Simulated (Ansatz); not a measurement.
# Nudged elastic band of AlNH4Cl2

System: AlNH4Cl2.
Method: RKS PBE0-D4/6-31G* (Ansatz 0.2.0).

It belongs to a series of runs on one base structure; here: band between the two ends. Figures and captions count atoms from 1; the log counts them from 0 in places.

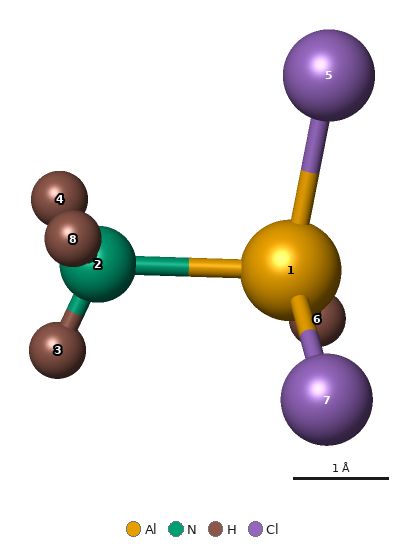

The input geometry (ball-and-stick view, seen at a tilt; atoms are numbered from 1 in the order of the input). Sticks mark near contacts. Bond lengths as drawn: Al–Cl 2.14 Å, Al–H 1.58 Å, Al–N 2.03 Å and H–N 1.02 Å.

### Input
```yaml
crystal:
  periodic: [false, false, false]
  atoms:
    - { symbol: Al, position_ang: [0.072998, -0.602494, 0.081443] }
    - { symbol: "N", position_ang: [0.126669, -0.203917, 2.075886] }
    - { symbol: H, position_ang: [-0.725192, -0.504049, 2.548872] }
    - { symbol: H, position_ang: [0.260799, 0.789752, 2.26073] }
    - { symbol: Cl, position_ang: [1.980095, 0.205215, -0.442113] }
    - { symbol: H, position_ang: [-1.213755, 0.153937, -0.444757] }
    - { symbol: Cl, position_ang: [-0.010487, -2.733942, 0.197718] }
    - { symbol: H, position_ang: [0.907272, -0.704403, 2.50122] }
basis:
  gaussian: { orbitals: "6-31G*" }
hamiltonian:
  xc: pbe0
  dispersion: d4
neb:
  order_check: false
  images: 9
  f_tol: 0.03
  max_iterations: 43
  final_atoms:
    - { symbol: Al, position_ang: [0.06870948, -0.61782643, 0.08671154] }
    - { symbol: "N", position_ang: [0.11942562, -0.21092321, 2.08773152] }
    - { symbol: H, position_ang: [-0.76200119, 0.16539998, 2.43468365] }
    - { symbol: H, position_ang: [0.85603766, 0.46423356, 2.29226648] }
    - { symbol: Cl, position_ang: [1.80122662, 0.47865864, -0.51761821] }
    - { symbol: H, position_ang: [-1.33759239, -0.07539246, -0.39488919] }
    - { symbol: Cl, position_ang: [0.32952773, -2.73748695, 0.185713] }
    - { symbol: H, position_ang: [0.32306546, -1.06656413, 2.60440022] }
  initial_path:
    images:
      - { positions_ang: [[0.072998, -0.602494, 0.081443], [0.126669, -0.203917, 2.075886], [-0.725192, -0.504049, 2.548872], [0.260799, 0.789752, 2.26073], [1.980095, 0.205215, -0.442113], [-1.213755, 0.153937, -0.444757], [-0.010487, -2.733942, 0.197718], [0.907272, -0.704403, 2.50122]] }
      - { positions_ang: [[0.06275685, -0.4849923, 0.06330269], [0.08903223, -0.16313168, 2.11254135], [-0.76921519, -0.46410398, 2.59091486], [0.36531463, 0.69407063, 2.3722844], [1.98226251, 0.17589973, -0.56433142], [-1.23070363, 0.10779051, -0.52338162], [0.11587953, -2.65245154, 0.3234534], [0.78307208, -0.81298238, 2.40421534]] }
      - { positions_ang: [[0.05251571, -0.3674906, 0.04516239], [0.05139546, -0.12234637, 2.1491967], [-0.81323838, -0.42415896, 2.63295772], [0.46983025, 0.59838926, 2.48383879], [1.98443003, 0.14658447, -0.68654984], [-1.24765227, 0.06164402, -0.60200623], [0.24224605, -2.57096107, 0.4491888], [0.65887215, -0.92156175, 2.30721068]] }
      - { positions_ang: [[0.04227456, -0.24998889, 0.02702208], [0.01375869, -0.08156105, 2.18585205], [-0.85726158, -0.38421394, 2.67500058], [0.57434588, 0.50270789, 2.59539319], [1.98659754, 0.1172692, -0.80876826], [-1.2646009, 0.01549753, -0.68063085], [0.36861258, -2.48947061, 0.57492419], [0.53467223, -1.03014113, 2.21020601]] }
      - { positions_ang: [[0.03203342, -0.13248719, 0.00888178], [-0.02387808, -0.04077574, 2.22250739], [-0.90128477, -0.34426892, 2.71704344], [0.67886151, 0.40702652, 2.70694758], [1.98876505, 0.08795393, -0.93098667], [-1.28154954, -0.03064896, -0.75925546], [0.4949791, -2.40798015, 0.70065959], [0.4104723, -1.1387205, 2.11320135]] }
      - { positions_ang: [[0.02179227, -0.01498549, -0.00925853], [-0.06151485, 9.58e-06, 2.25916274], [-0.94530796, -0.30432389, 2.7590863], [0.78337714, 0.31134515, 2.81850198], [1.99093257, 0.05863866, -1.05320509], [-1.29849817, -0.07679545, -0.83788008], [0.62134563, -2.32648969, 0.82639499], [0.28627238, -1.24729988, 2.01619669]] }
      - { positions_ang: [[0.03117571, -0.13555368, 0.00993548], [-0.02532676, -0.04217698, 2.2248765], [-0.9086466, -0.21037912, 2.69420577], [0.79790924, 0.34192283, 2.71325488], [1.95299138, 0.14264266, -0.94608772], [-1.30631702, -0.07651485, -0.7492819], [0.56298205, -2.40868914, 0.69825859], [0.29363099, -1.21115273, 2.1338374]] }
      - { positions_ang: [[0.04055915, -0.25612186, 0.0291295], [0.01086134, -0.08436354, 2.19059025], [-0.87198525, -0.11643435, 2.62932524], [0.81244135, 0.37250052, 2.60800778], [1.91505019, 0.22664665, -0.83897034], [-1.31413586, -0.07623425, -0.66068372], [0.50461847, -2.49088859, 0.57012219], [0.30098961, -1.17500558, 2.2514781]] }
      - { positions_ang: [[0.0499426, -0.37669005, 0.04832351], [0.04704943, -0.1265501, 2.15630401], [-0.8353239, -0.02248957, 2.56444471], [0.82697345, 0.4030782, 2.50276068], [1.877109, 0.31065065, -0.73185297], [-1.32195471, -0.07595366, -0.57208555], [0.44625489, -2.57308804, 0.4419858], [0.30834823, -1.13885843, 2.36911881]] }
      - { positions_ang: [[0.05932604, -0.49725824, 0.06751753], [0.08323753, -0.16873666, 2.12201776], [-0.79866254, 0.0714552, 2.49956418], [0.84150556, 0.43365588, 2.39751358], [1.83916781, 0.39465465, -0.62473559], [-1.32977355, -0.07567306, -0.48348737], [0.38789131, -2.65528749, 0.3138494], [0.31570684, -1.10271128, 2.48675952]] }
      - { positions_ang: [[0.06870948, -0.61782643, 0.08671154], [0.11942562, -0.21092321, 2.08773152], [-0.76200119, 0.16539998, 2.43468365], [0.85603766, 0.46423356, 2.29226648], [1.80122662, 0.47865864, -0.51761821], [-1.33759239, -0.07539246, -0.39488919], [0.32952773, -2.73748695, 0.185713], [0.32306546, -1.06656413, 2.60440022]] }
```

Hardware: 1 thread of Arm Neoverse V1, 24 GiB of memory available, shared host.

Launched with:
```bash
ansatz run input.yaml --threads 1 --pin off --max-ram 2048MiB --backend cpu --events-out ev --progress --plain --runs-dir out
```

### What the program printed
```
Engine: ansatz 0.2.0, aarch64-unknown-linux-gnu
Functional definition: PBE0
  parameter a = 0.25
  parameter kappa = 0.804
  parameter beta = 0.06672455060314922
  exchange = (1 - a)*pbe_x(kappa = kappa, mu = beta*pi^2/3) + a*exact_x
  correlation = pbe_c(beta = beta)
849 factors; integrals over basis functions are off by at most 3.6e-4 eV
mean field evaluation 1: about -33184.5287 eV, gradient 4.1e1 eV
mean field evaluation 2: about -33183.6023 eV, gradient 4.6e1 eV
mean field evaluation 4: about -33187.9680 eV, gradient 1.0e0 eV
mean field evaluation 8: about -33187.9865 eV, gradient 8.2e-3 eV
mean field -33187.98648944 eV, -1219.6360078618 hartree, gradient 2.5e-5 eV, S^2 0.000000; 0 other end points of the search recorded, 0 dependent functions left out
the calculation of the forces begins
reference -33187.98652018 eV, -1219.6360089913 hartree; 29, 29 occupied and 51, 51 virtual orbitals, 849 factors
849 factors; integrals over basis functions are off by at most 3.8e-4 eV
mean field evaluation 16: about -33187.9304 eV, gradient 3.7e0 eV
mean field -33187.97864552 eV, -1219.6357196028 hartree, gradient 2.9e-5 eV, S^2 0.000000; 0 other end points of the search recorded, 0 dependent functions left out
[... from here on the field's lines of each further geometry are left out, up to the last ...]
NEB iter   1: max|band force component| = 7.178e0 eV/Å  barrier→ = 2.9120 eV  barrier← = 2.9035 eV  Δτ_max = 0.2000 Å  (263 SCF iters)
NEB iter   2: max|band force component| = 2.607e0 eV/Å  barrier→ = 1.5381 eV  barrier← = 1.5295 eV  Δτ_max = 0.1918 Å  (239 SCF iters)
NEB iter   3: max|band force component| = 3.825e0 eV/Å  barrier→ = 0.7653 eV  barrier← = 0.7568 eV  Δτ_max = 0.0995 Å  (249 SCF iters)
NEB iter   4: max|band force component| = 1.056e0 eV/Å  barrier→ = 0.5071 eV  barrier← = 0.4986 eV  Δτ_max = 0.2000 Å  (241 SCF iters)
NEB iter   5: max|band force component| = 1.075e0 eV/Å  barrier→ = 0.2081 eV  barrier← = 0.1995 eV  Δτ_max = 0.1745 Å  (233 SCF iters)
NEB iter   6: max|band force component| = 7.305e-1 eV/Å  barrier→ = 0.0700 eV  barrier← = 0.0614 eV  Δτ_max = 0.1256 Å  (236 SCF iters)
NEB iter   7: max|band force component| = 2.570e-1 eV/Å  barrier→ = 0.0234 eV  barrier← = 0.0148 eV  CI = image 5  Δτ_max = 0.1632 Å  (240 SCF iters)
NEB iter   8: max|band force component| = 2.998e-1 eV/Å  barrier→ = 0.0183 eV  barrier← = 0.0098 eV  CI = image 5  Δτ_max = 0.0625 Å  (233 SCF iters)
NEB iter   9: max|band force component| = 2.216e-1 eV/Å  barrier→ = 0.0200 eV  barrier← = 0.0114 eV  CI = image 5  Δτ_max = 0.0584 Å  (232 SCF iters)
NEB iter  10: max|band force component| = 1.341e-1 eV/Å  barrier→ = 0.0174 eV  barrier← = 0.0088 eV  CI = image 5  Δτ_max = 0.1201 Å  (226 SCF iters)
NEB iter  11: max|band force component| = 1.851e-1 eV/Å  barrier→ = 0.0123 eV  barrier← = 0.0037 eV  CI = image 5  Δτ_max = 0.0599 Å  (217 SCF iters)
NEB iter  12: max|band force component| = 4.291e-1 eV/Å  barrier→ = 0.0083 eV  barrier← = -0.0002 eV  CI = image 9  Δτ_max = 0.1195 Å  (232 SCF iters)
NEB iter  13: max|band force component| = 1.794e-1 eV/Å  barrier→ = 0.0084 eV  barrier← = -0.0001 eV  CI = image 9  Δτ_max = 0.0673 Å  (230 SCF iters)
NEB iter  14: max|band force component| = 1.789e-1 eV/Å  barrier→ = 0.0085 eV  barrier← = -0.0001 eV  CI = image 9  Δτ_max = 0.0181 Å  (222 SCF iters)
NEB iter  15: max|band force component| = 7.918e-2 eV/Å  barrier→ = 0.0085 eV  barrier← = -0.0000 eV  CI = image 9  Δτ_max = 0.0097 Å  (187 SCF iters)
NEB iter  16: max|band force component| = 6.376e-2 eV/Å  barrier→ = 0.0085 eV  barrier← = -0.0000 eV  CI = image 9  Δτ_max = 0.0050 Å  (171 SCF iters)
NEB iter  17: max|band force component| = 2.292e-2 eV/Å  barrier→ = 0.0085 eV  barrier← = -0.0000 eV  CI = image 9  Δτ_max = 0.0198 Å  (172 SCF iters)
NEB iter  18: max|band force component| = 9.357e-2 eV/Å  barrier→ = 0.0084 eV  barrier← = -0.0001 eV  CI = image 9  Δτ_max = 0.0110 Å  (27 SCF iters)
the calculation of the forces begins
reference -33187.97923519 eV, -1219.6357412730 hartree; 29, 29 occupied and 51, 51 virtual orbitals, 849 factors
849 factors; integrals over basis functions are off by at most 3.8e-4 eV
mean field -33187.97873755 eV, -1219.6357229849 hartree, gradient 8.0e-6 eV, S^2 0.000000; 1 other end points of the search recorded, 0 dependent functions left out
the calculation of the forces begins
reference -33187.97876779 eV, -1219.6357240961 hartree; 29, 29 occupied and 51, 51 virtual orbitals, 849 factors
NEB iter  19: max|band force component| = 3.298e-3 eV/Å  barrier→ = 0.0085 eV  barrier← = -0.0001 eV  CI = image 9  Δτ_max = 0.0000 Å  (381 SCF iters)
```

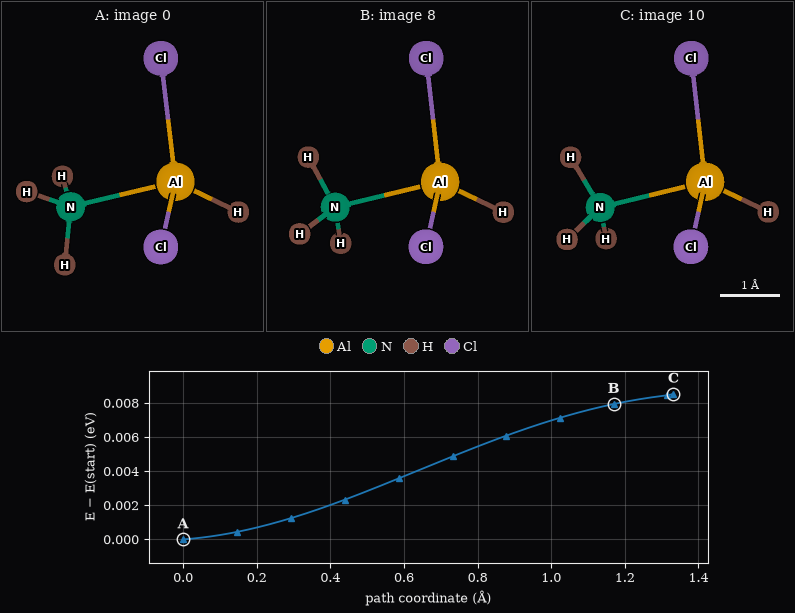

Images of the last band (counted from 0; ball-and-stick, seen at a tilt) above the energy along the path; the line is a cubic interpolation that uses the forces. No image lies above both ends; the end is 0.009 eV above the start. The path is 1.33 Å long. The band converged in 19 iterations.

```
Total energy: -33188.13929539 eV, -1219.6416233767 hartree
Atom 0 at     0.074755    -0.616824     0.086183 Å, force    -0.001229     0.000608     0.000569 eV/Å
Atom 1 at     0.113092    -0.212195     2.087946 Å, force    -0.001195    -0.000765     0.000985 eV/Å
Atom 2 at    -0.773494     0.155311     2.430717 Å, force     0.000757    -0.002010    -0.000624 eV/Å
Atom 3 at     0.841719     0.470971     2.294195 Å, force    -0.000401     0.000591    -0.001961 eV/Å
Atom 4 at     1.812087     0.481450    -0.501905 Å, force     0.002299     0.000269     0.000513 eV/Å
Atom 5 at    -1.329483    -0.076870    -0.404849 Å, force    -0.000836     0.000345    -0.000168 eV/Å
Atom 6 at     0.336043    -2.736931     0.179973 Å, force    -0.000525    -0.000582    -0.000371 eV/Å
Atom 7 at     0.323679    -1.064814     2.606739 Å, force     0.001131     0.001544     0.001057 eV/Å
Dipole moment:    -0.340336     0.424548     1.273639 e Å
this run last wrote the band of iteration 19 to [file]; this run last wrote the band within `neb.f_tol` of iteration 17 to [file]
```

### The last band as extended XYZ (Å, eV, eV/Å)
```
8
Properties=species:S:1:pos:R:3:forces:R:3 image=0 energy=-33188.14772
Al    0.0730   -0.6025    0.0814    0.0004  -0.0004  -0.0014
N     0.1267   -0.2039    2.0759   -0.0007   0.0002   0.0005
H    -0.7252   -0.5040    2.5489    0.0003  -0.0007   0.0004
H     0.2608    0.7898    2.2607   -0.0009   0.0001   0.0002
Cl    1.9801    0.2052   -0.4421    0.0000  -0.0006   0.0000
H    -1.2138    0.1539   -0.4448    0.0003   0.0006   0.0002
Cl   -0.0105   -2.7339    0.1977   -0.0002   0.0003   0.0004
H     0.9073   -0.7044    2.5012    0.0008   0.0004  -0.0004
8
Properties=species:S:1:pos:R:3:forces:R:3 image=1 energy=-33188.14728
Al    0.0748   -0.6036    0.0814    0.0000   0.0001   0.0000
N     0.1233   -0.2051    2.0766    0.0001   0.0001  -0.0002
H    -0.7572   -0.4348    2.5361    0.0006  -0.0021   0.0004
H     0.3323    0.7758    2.2599   -0.0022   0.0005   0.0000
Cl    1.9660    0.2390   -0.4449    0.0006  -0.0010   0.0003
H    -1.2264    0.1292   -0.4427    0.0005   0.0008  -0.0001
Cl    0.0308   -2.7364    0.1960   -0.0012   0.0001   0.0001
H     0.8547   -0.7640    2.5165    0.0015   0.0016  -0.0004
8
Properties=species:S:1:pos:R:3:forces:R:3 image=2 energy=-33188.14647
Al    0.0822   -0.6049    0.0812    0.0001   0.0001   0.0002
N     0.1147   -0.2062    2.0773    0.0002   0.0001  -0.0004
H    -0.7911   -0.3638    2.5177    0.0007  -0.0033   0.0006
H     0.3959    0.7564    2.2615   -0.0032   0.0011  -0.0001
Cl    1.9592    0.2729   -0.4386    0.0009  -0.0014   0.0004
H    -1.2305    0.1032   -0.4481    0.0007   0.0012  -0.0002
Cl    0.0779   -2.7386    0.1931   -0.0018   0.0000   0.0001
H     0.7901   -0.8189    2.5348    0.0025   0.0022  -0.0006
8
Properties=species:S:1:pos:R:3:forces:R:3 image=3 energy=-33188.14538
Al    0.0922   -0.6061    0.0809    0.0002   0.0001   0.0000
N     0.1034   -0.2079    2.0784    0.0006  -0.0002  -0.0011
H    -0.8224   -0.2939    2.4963    0.0005  -0.0040   0.0009
H     0.4526    0.7314    2.2666   -0.0041   0.0017   0.0001
Cl    1.9538    0.3106   -0.4285    0.0010  -0.0018   0.0006
H    -1.2315    0.0748   -0.4565    0.0008   0.0015  -0.0002
Cl    0.1316   -2.7398    0.1891   -0.0023   0.0000   0.0001
H     0.7187   -0.8690    2.5528    0.0032   0.0026  -0.0005
8
Properties=species:S:1:pos:R:3:forces:R:3 image=4 energy=-33188.14414
Al    0.0974   -0.6075    0.0810    0.0001   0.0006   0.0007
N     0.0968   -0.2093    2.0798   -0.0008   0.0000  -0.0019
H    -0.8409   -0.2233    2.4792   -0.0004  -0.0046   0.0008
H     0.5124    0.7016    2.2724   -0.0033   0.0026  -0.0003
Cl    1.9396    0.3480   -0.4279    0.0013  -0.0019   0.0006
H    -1.2398    0.0450   -0.4583    0.0008   0.0018  -0.0003
Cl    0.1818   -2.7403    0.1864   -0.0024  -0.0004   0.0000
H     0.6510   -0.9141    2.5664    0.0048   0.0019   0.0004
8
Properties=species:S:1:pos:R:3:forces:R:3 image=5 energy=-33188.14285
Al    0.0972   -0.6135    0.0825   -0.0002  -0.0009   0.0000
N     0.0954   -0.2066    2.0806   -0.0029  -0.0003  -0.0034
H    -0.8463   -0.1459    2.4657   -0.0004  -0.0054   0.0010
H     0.5761    0.6719    2.2724   -0.0014   0.0029   0.0011
Cl    1.9170    0.3779   -0.4397    0.0012  -0.0021   0.0003
H    -1.2554    0.0088   -0.4544    0.0010   0.0016  -0.0005
Cl    0.2266   -2.7442    0.1931   -0.0023   0.0016   0.0001
H     0.5877   -0.9483    2.5788    0.0050   0.0026   0.0014
8
Properties=species:S:1:pos:R:3:forces:R:3 image=6 energy=-33188.14163
Al    0.0904   -0.6130    0.0833    0.0000   0.0016  -0.0001
N     0.1008   -0.2095    2.0833    0.0006   0.0008  -0.0014
H    -0.8364   -0.0714    2.4592   -0.0004  -0.0039   0.0008
H     0.6497    0.6275    2.2781   -0.0038   0.0022   0.0000
Cl    1.8897    0.4069   -0.4565    0.0009  -0.0021   0.0006
H    -1.2763   -0.0105   -0.4399    0.0006   0.0015  -0.0002
Cl    0.2535   -2.7418    0.1856   -0.0019  -0.0011   0.0003
H     0.5270   -0.9882    2.5859    0.0039   0.0008   0.0000
8
Properties=species:S:1:pos:R:3:forces:R:3 image=7 energy=-33188.14058
Al    0.0814   -0.6125    0.0844    0.0000  -0.0002  -0.0009
N     0.1086   -0.2119    2.0858   -0.0008  -0.0012   0.0015
H    -0.8166    0.0043    2.4543   -0.0005  -0.0025   0.0001
H     0.7232    0.5777    2.2826   -0.0025   0.0023  -0.0004
Cl    1.8597    0.4327   -0.4766    0.0014  -0.0013   0.0004
H    -1.2994   -0.0284   -0.4224    0.0005   0.0011   0.0000
Cl    0.2756   -2.7395    0.1791   -0.0018   0.0003   0.0003
H     0.4658   -1.0224    2.5917    0.0038   0.0014  -0.0011
8
Properties=species:S:1:pos:R:3:forces:R:3 image=8 energy=-33188.13978
Al    0.0757   -0.6141    0.0855   -0.0002   0.0003   0.0000
N     0.1131   -0.2126    2.0873   -0.0006   0.0001  -0.0002
H    -0.7949    0.0807    2.4453   -0.0008  -0.0024   0.0000
H     0.7879    0.5256    2.2865   -0.0010   0.0018  -0.0002
Cl    1.8334    0.4572   -0.4919    0.0005  -0.0010   0.0004
H    -1.3179   -0.0510   -0.4102    0.0005   0.0011  -0.0001
Cl    0.3024   -2.7381    0.1773   -0.0011  -0.0005   0.0001
H     0.3986   -1.0474    2.5992    0.0026   0.0006   0.0000
8
Properties=species:S:1:pos:R:3:forces:R:3 image=9 energy=-33188.13926
Al    0.0748   -0.6168    0.0862   -0.0012   0.0006   0.0006
N     0.1131   -0.2122    2.0879   -0.0012  -0.0008   0.0010
H    -0.7735    0.1553    2.4307    0.0008  -0.0020  -0.0006
H     0.8417    0.4710    2.2942   -0.0004   0.0006  -0.0020
Cl    1.8121    0.4814   -0.5019    0.0023   0.0003   0.0005
H    -1.3295   -0.0769   -0.4048   -0.0008   0.0003  -0.0002
Cl    0.3360   -2.7369    0.1800   -0.0005  -0.0006  -0.0004
H     0.3237   -1.0648    2.6067    0.0011   0.0015   0.0011
8
Properties=species:S:1:pos:R:3:forces:R:3 image=10 energy=-33188.13918
Al    0.0687   -0.6178    0.0867   -0.0036   0.0126   0.0027
N     0.1194   -0.2109    2.0877   -0.0016  -0.0011   0.0074
H    -0.7620    0.1654    2.4347    0.0068  -0.0037  -0.0055
H     0.8560    0.4642    2.2923   -0.0025  -0.0006  -0.0048
Cl    1.8012    0.4787   -0.5176    0.0062  -0.0006   0.0022
H    -1.3376   -0.0754   -0.3949   -0.0058  -0.0043  -0.0028
Cl    0.3295   -2.7375    0.1857   -0.0008  -0.0064  -0.0034
H     0.3231   -1.0666    2.6044    0.0011   0.0042   0.0041
```

### Summary

```tsv
quantity	value
outcome	converged
barrier, forward	0.009 eV
barrier, backward	0.000 eV
wall time	10 min
peak memory	0.17 GiB
```

### Notes

The order of the saddle point was not checked.
